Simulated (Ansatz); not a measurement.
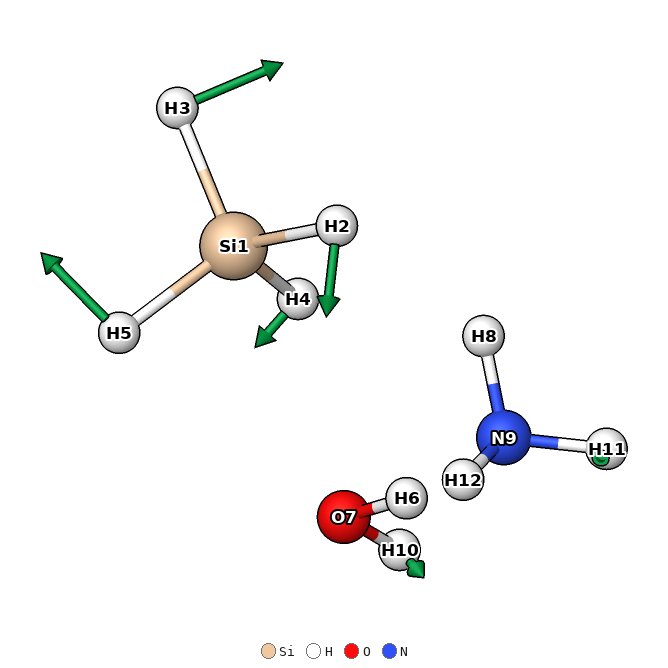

The arrows show one normal mode. Harmonic vibrations computed with RKS PBE0-D4/def2-TZVP (Ansatz 0.2.0) at a stationary point of the same level.

Question: Estimate its harmonic wavenumber.

Answer: 270 cm⁻¹; it is mode 9 of 30 counted from the lowest.
